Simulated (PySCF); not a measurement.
# C₄H₁₂O₃Si: NMR shifts at several levels of theory, part 2 of 2

PySCF 2.14.0. Atoms count from 0. The steps go on from the part before.

**5. Shielding tensors: PBE0/cc-pVDZ**

Job settings and geometry (Å):

```
{"job": {"kind": "nmr", "xc": "PBE0", "basis": "cc-pVDZ", "pop": true}, "charge": 0, "multiplicity": 1}
C     -2.305855     1.411581    -0.186135
O     -1.506290     0.327162    -0.560036
Si    -0.041278    -0.068589     0.088453
C     -0.228393    -0.784153     1.794394
O      0.686066    -1.141038    -0.934146
C      0.123265    -2.324952    -1.419861
O      0.878148     1.302315     0.106480
C      2.258187     1.363723     0.323156
H     -1.758055     2.366924    -0.260898
H     -3.177604     1.460253    -0.856830
H     -2.683718     1.313711     0.849055
H      0.749595    -1.047743     2.226258
H     -0.844475    -1.696837     1.775032
H     -0.714500    -0.066588     2.473730
H     -0.821627    -2.136398    -1.958693
H      0.830589    -2.795656    -2.120059
H     -0.082786    -3.051850    -0.611642
H      2.811757     0.727006    -0.388576
H      2.594554     2.403454     0.189233
H      2.533500     1.051348     1.348138
```

With the program's defaults for keys left out, this is: GIAO PBE0/cc-pVDZ NMR shielding, non-relativistic, gas phase.

Output:

```text
coarse grid: 16672 points
cycle   1  E = -674.1621598774  dE =  9.234e-01  |g| = 1.003e+00  |ddm| = 7.815e+00
cycle   2  E = -673.9584130070  dE =  2.037e-01  |g| = 1.446e+00  |ddm| = 3.248e+00
cycle   3  E = -674.3530610140  dE = -3.946e-01  |g| = 1.045e-01  |ddm| = 1.868e+00
cycle   4  E = -674.3551481199  dE = -2.087e-03  |g| = 4.282e-02  |ddm| = 2.246e-01
cycle   5  E = -674.3556175353  dE = -4.694e-04  |g| = 4.381e-03  |ddm| = 7.880e-02
cycle   6  E = -674.3556216085  dE = -4.073e-06  |g| = 1.012e-03  |ddm| = 7.458e-03
final grid: 154848 points
cycle   7  E = -674.3657789971  dE = -1.663e-05  |g| = 1.199e-02  |ddm| = 5.520e-02
cycle   8  E = -674.3657553424  dE =  2.365e-05  |g| = 1.638e-02  |ddm| = 3.814e-02
cycle   9  E = -674.3658092529  dE = -5.391e-05  |g| = 1.358e-03  |ddm| = 2.161e-02
cycle  10  E = -674.3658096682  dE = -4.153e-07  |g| = 9.326e-05  |ddm| = 2.247e-03
cycle  11  E = -674.3658096699  dE = -1.791e-09  |g| = 3.581e-05  |ddm| = 2.900e-04
cycle  12  E = -674.3658096703  dE = -3.070e-10  |g| = 8.146e-06  |ddm| = 1.104e-04
converged SCF energy = -674.3658096703

GIAO shielding tensors (ppm)
atom      isotropic    diamagn.    paramagn.     s11        s22        s33       span
  0 C      148.202     241.759     -93.557    123.472    125.464    195.670     72.198
  1 O      311.471     393.752     -82.281    249.071    327.574    357.767    108.696
  2 Si     454.699     891.137    -436.438    447.189    447.601    469.308     22.119
  3 C      206.106     250.258     -44.153    205.232    206.147    206.938      1.706
  4 O      310.743     393.786     -83.043    246.338    327.634    358.257    111.919
  5 C      148.238     241.619     -93.381    123.495    125.549    195.671     72.176
  6 O      311.588     393.808     -82.219    248.729    328.308    357.729    109.000
  7 C      148.211     241.875     -93.664    123.413    125.506    195.715     72.302
  8 H       27.627      30.146      -2.519     22.675     26.039     34.169     11.494
  9 H       27.844      28.106      -0.262     23.449     25.379     34.705     11.256
 10 H       27.982      30.059      -2.077     23.319     26.129     34.498     11.178
 11 H       31.493      31.857      -0.364     27.253     29.129     38.098     10.845
 12 H       31.470      31.751      -0.281     27.219     29.162     38.031     10.812
 13 H       31.493      31.831      -0.338     27.250     29.148     38.081     10.830
 14 H       27.647      29.961      -2.313     22.745     25.969     34.228     11.483
 15 H       27.841      28.103      -0.262     23.457     25.375     34.691     11.233
 16 H       27.985      30.050      -2.065     23.291     26.221     34.443     11.152
 17 H       27.639      30.155      -2.515     22.707     26.024     34.187     11.480
 18 H       27.845      28.228      -0.384     23.457     25.381     34.696     11.238
 19 H       27.984      30.161      -2.177     23.315     26.158     34.478     11.162
```

Wall time 20 s (1 thread, shared host).

Key values: δ C0 48.5, C3 -9.4, O1 32.1, Si2 -36.1, H8 3.47, H11 -0.20 ppm (means over like atoms).

**6. Nuclear shieldings: PBE0/aug-cc-pVDZ**

The job, as its differences from that of step 5:

```diff
@@ -1,2 +1,2 @@
-{"job": {"kind": "nmr", "xc": "PBE0", "basis": "cc-pVDZ", "pop": true}, "charge": 0, "multiplicity": 1}
+{"job": {"kind": "nmr", "xc": "PBE0", "basis": "aug-cc-pVDZ", "pop": true}, "charge": 0, "multiplicity": 1}
 C     -2.305855     1.411581    -0.186135
```

With the program's defaults for keys left out, this is: GIAO PBE0/aug-cc-pVDZ NMR shielding, non-relativistic, gas phase.

Output:

```text
coarse grid: 16672 points
cycle   1  E = -674.1968532736  dE =  8.997e-01  |g| = 1.007e+00  |ddm| = 1.092e+01
cycle   2  E = -673.9433604458  dE =  2.535e-01  |g| = 1.527e+00  |ddm| = 3.664e+00
cycle   3  E = -674.3885542937  dE = -4.452e-01  |g| = 1.158e-01  |ddm| = 2.120e+00
cycle   4  E = -674.3911124107  dE = -2.558e-03  |g| = 4.687e-02  |ddm| = 3.275e-01
cycle   5  E = -674.3916685833  dE = -5.562e-04  |g| = 5.442e-03  |ddm| = 9.716e-02
cycle   6  E = -674.3916750533  dE = -6.470e-06  |g| = 1.342e-03  |ddm| = 1.302e-02
final grid: 154848 points
cycle   7  E = -674.4018319154  dE = -2.748e-05  |g| = 1.209e-02  |ddm| = 1.683e-01
cycle   8  E = -674.4018070168  dE =  2.490e-05  |g| = 1.670e-02  |ddm| = 4.659e-02
cycle   9  E = -674.4018623215  dE = -5.530e-05  |g| = 1.553e-03  |ddm| = 2.555e-02
cycle  10  E = -674.4018628760  dE = -5.544e-07  |g| = 1.167e-04  |ddm| = 2.756e-03
cycle  11  E = -674.4018628786  dE = -2.638e-09  |g| = 4.970e-05  |ddm| = 4.660e-04
cycle  12  E = -674.4018628792  dE = -6.028e-10  |g| = 1.005e-05  |ddm| = 1.983e-04
converged SCF energy = -674.4018628792

GIAO shielding tensors (ppm)
atom      isotropic    diamagn.    paramagn.     s11        s22        s33       span
  0 C      146.677     186.869     -40.192    121.234    122.555    196.241     75.007
  1 O      309.911     392.034     -82.123    247.332    324.987    357.416    110.084
  2 Si     435.365     840.378    -405.013    428.274    428.733    449.089     20.815
  3 C      206.595     176.283      30.311    204.909    207.045    207.830      2.921
  4 O      309.005     392.344     -83.339    244.430    324.874    357.712    113.282
  5 C      146.720     186.578     -39.857    121.350    122.518    196.293     74.943
  6 O      309.841     392.534     -82.693    246.894    325.680    356.950    110.056
  7 C      146.674     187.137     -40.463    121.146    122.586    196.289     75.143
  8 H       27.590      23.455       4.134     22.801     26.015     33.954     11.152
  9 H       27.828      29.255      -1.427     23.519     25.451     34.514     10.995
 10 H       27.895      24.033       3.862     23.422     25.877     34.387     10.965
 11 H       31.245      23.319       7.927     26.987     28.939     37.810     10.824
 12 H       31.221      23.506       7.715     26.956     28.969     37.738     10.782
 13 H       31.245      23.254       7.992     26.984     28.967     37.785     10.801
 14 H       27.613      23.573       4.039     22.868     25.950     34.020     11.153
 15 H       27.821      29.297      -1.476     23.517     25.446     34.499     10.982
 16 H       27.888      24.009       3.879     23.385     25.949     34.329     10.944
 17 H       27.601      23.536       4.065     22.827     26.001     33.975     11.148
 18 H       27.822      29.330      -1.508     23.515     25.448     34.503     10.988
 19 H       27.890      24.075       3.815     23.412     25.893     34.366     10.954
```

Run time: 44 s. Hardware: 1 thread, shared host.

In short: δ C0 48.4, C3 -11.5, O1 26.3, Si2 -18.6, H8 3.62, H11 0.16 ppm (means over like atoms).

**7. NMR shieldings: PBE0/pcSseg-0**

The job, as its differences from that of step 6:

```diff
@@ -1,2 +1,2 @@
-{"job": {"kind": "nmr", "xc": "PBE0", "basis": "aug-cc-pVDZ", "pop": true}, "charge": 0, "multiplicity": 1}
+{"job": {"kind": "nmr", "xc": "PBE0", "basis": "pcSseg-0", "pop": true}, "charge": 0, "multiplicity": 1}
 C     -2.305855     1.411581    -0.186135
```

Method: GIAO PBE0/pcSseg-0 NMR shielding, non-relativistic, gas phase.

Output:

```text
coarse grid: 16672 points
cycle   1  E = -672.9998313989  dE =  8.317e-01  |g| = 9.637e-01  |ddm| = 4.279e+00
cycle   2  E = -672.8581352701  dE =  1.417e-01  |g| = 1.321e+00  |ddm| = 2.744e+00
cycle   3  E = -673.1693151757  dE = -3.112e-01  |g| = 7.519e-02  |ddm| = 1.693e+00
cycle   4  E = -673.1703158255  dE = -1.001e-03  |g| = 3.614e-02  |ddm| = 1.124e-01
cycle   5  E = -673.1706400110  dE = -3.242e-04  |g| = 2.873e-03  |ddm| = 3.706e-02
cycle   6  E = -673.1706419393  dE = -1.928e-06  |g| = 8.636e-04  |ddm| = 5.067e-03
final grid: 154848 points
cycle   7  E = -673.1292541875  dE = -2.515e-05  |g| = 6.636e-03  |ddm| = 2.085e-02
cycle   8  E = -673.1292491459  dE =  5.042e-06  |g| = 8.488e-03  |ddm| = 1.305e-02
cycle   9  E = -673.1292638027  dE = -1.466e-05  |g| = 7.046e-04  |ddm| = 7.717e-03
cycle  10  E = -673.1292639044  dE = -1.017e-07  |g| = 6.092e-05  |ddm| = 8.576e-04
cycle  11  E = -673.1292639053  dE = -8.995e-10  |g| = 2.290e-05  |ddm| = 1.237e-04
converged SCF energy = -673.1292639053

GIAO shielding tensors (ppm)
atom      isotropic    diamagn.    paramagn.     s11        s22        s33       span
  0 C      139.900     242.069    -102.169    113.396    116.522    189.782     76.386
  1 O      333.651     410.286     -76.635    261.131    361.558    378.264    117.133
  2 Si     381.729     877.801    -496.072    373.564    374.245    397.378     23.814
  3 C      205.135     269.018     -63.883    204.634    205.136    205.634      1.000
  4 O      333.148     410.227     -77.079    258.845    360.921    379.678    120.833
  5 C      139.949     241.852    -101.903    113.416    116.620    189.811     76.394
  6 O      334.240     410.108     -75.868    261.599    362.194    378.928    117.329
  7 C      139.919     242.144    -102.226    113.327    116.556    189.872     76.545
  8 H       28.829      28.585       0.244     23.455     27.148     35.884     12.430
  9 H       28.720      27.727       0.993     23.639     26.160     36.362     12.723
 10 H       29.340      28.892       0.448     24.278     27.384     36.358     12.080
 11 H       33.117      33.882      -0.764     28.465     30.801     40.086     11.621
 12 H       33.091      33.835      -0.744     28.438     30.823     40.013     11.575
 13 H       33.115      33.876      -0.761     28.471     30.808     40.065     11.594
 14 H       28.852      28.497       0.355     23.541     27.074     35.941     12.400
 15 H       28.714      27.680       1.034     23.646     26.150     36.347     12.701
 16 H       29.345      28.863       0.483     24.257     27.480     36.300     12.043
 17 H       28.851      28.616       0.235     23.501     27.143     35.908     12.407
 18 H       28.720      27.766       0.954     23.648     26.157     36.354     12.706
 19 H       29.342      28.933       0.409     24.281     27.406     36.339     12.057
```

Run time: 8.2 s. Hardware: 1 thread, shared host.

Key values: δ C0 53.6, C3 -11.6, O1 4.2, Si2 -33.2, H8 3.86, H11 -0.28 ppm (means over like atoms).

**8. Comparing the runs: NMR shifts**

Shifts (ppm), means over like atoms, with basis size and wall time (the measured row can stand on another reference than the computed rows):

| run | C0 | C3 | H8 | H11 | O1 | Si2 | functions | time |
| --- | --- | --- | --- | --- | --- | --- | --- | --- |
| PBE0/def2-SVP | 47.9 | -10.1 | 3.38 | -0.19 | 30.5 | -48.2 | 176 | 17 s |
| PBE0/def2-TZVP | 50.7 | -11.2 | 3.51 | 0.01 | 35.6 | -42.8 | 326 | 48 s |
| PBE0/cc-pVDZ | 48.5 | -9.4 | 3.47 | -0.20 | 32.1 | -36.1 | 176 | 20 s |
| PBE0/aug-cc-pVDZ | 48.4 | -11.5 | 3.62 | 0.16 | 26.3 | -18.6 | 296 | 44 s |
| PBE0/pcSseg-0 | 53.6 | -11.6 | 3.86 | -0.28 | 4.2 | -33.2 | 100 | 8.2 s |
| measured | – | – | – | – | – | -40.1 | – | – |

Measured: liquid, neat; T. M. Alam, M. Henry, Phys. Chem. Chem. Phys. (a906445a), supplement.

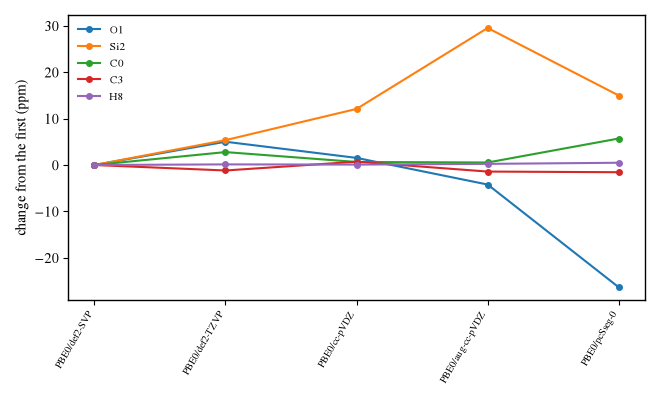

How five of the tabulated atoms move from run to run.

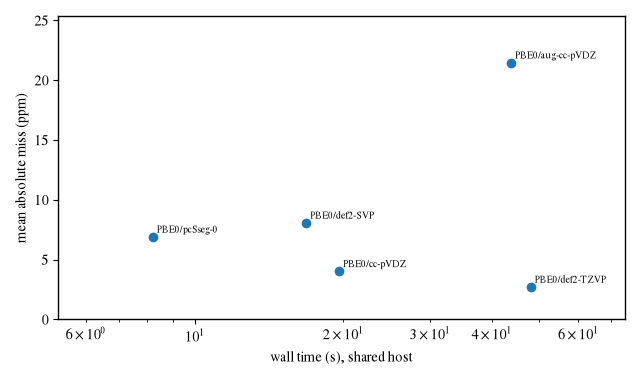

Cost against miss for the one measured ²⁹Si shift.

**9. What came out**

The summary covers parts 1 to 2.

| quantity | value |
| --- | --- |
| point group | C3 |
| rotational constants (main isotopes) | 1.60, 1.58, 1.10 GHz |
| ¹³C shifts against TMS (PBE0/def2-SVP, means over atoms taken as alike) | 47.9, -10.1 ppm |
| ¹H shifts against TMS (PBE0/def2-SVP, means over atoms taken as alike) | 3.38, -0.19 ppm |
| ¹⁷O shifts against H2O (PBE0/def2-SVP, means over atoms taken as alike) | 30.5 ppm |
| ²⁹Si shifts against TMS (PBE0/def2-SVP) | -48.2 ppm |
| measured, and computed on the same scale | Si2 δ -40.1, -48.2 ppm |
| range of the shift of O1 | 4.2 to 35.6 ppm |

In words: Single values in the summary come from the first run of each kind that ended normally (PBE0/def2-SVP), which need not be the best level. Relaxing lowered the energy by 0.116 eV in 9 steps; the close pair that moved most is Si2–C3, from 1.910 to 1.859 Å. No frequency check was run at this level, so the end point may be a saddle. At PBE0/def2-SVP: Shielding is most anisotropic at O1, O4, O6 (span 114 ppm, paramagnetic term -86 ppm). The one measured ²⁹Si shift is missed by -8.1 ppm (computed less measured, unscaled). Vibration, temperature and solvent are missing from the calculation, and it holds one conformer, so part of the miss against the measured shifts is not the functional's. Across the 5 runs the shift of O1 (with its like atoms) moves most, between 4.2 (PBE0/pcSseg-0) and 35.6 ppm (PBE0/def2-TZVP). For the one measured ²⁹Si shift, PBE0/def2-TZVP misses least (2.7 ppm, 48 s) and PBE0/aug-cc-pVDZ most (21.5 ppm, 44 s); the quickest, PBE0/pcSseg-0, misses by 6.9 ppm in 8.2 s. One molecule ranks no method: errors cancel, and vibration and temperature are missing from all runs.
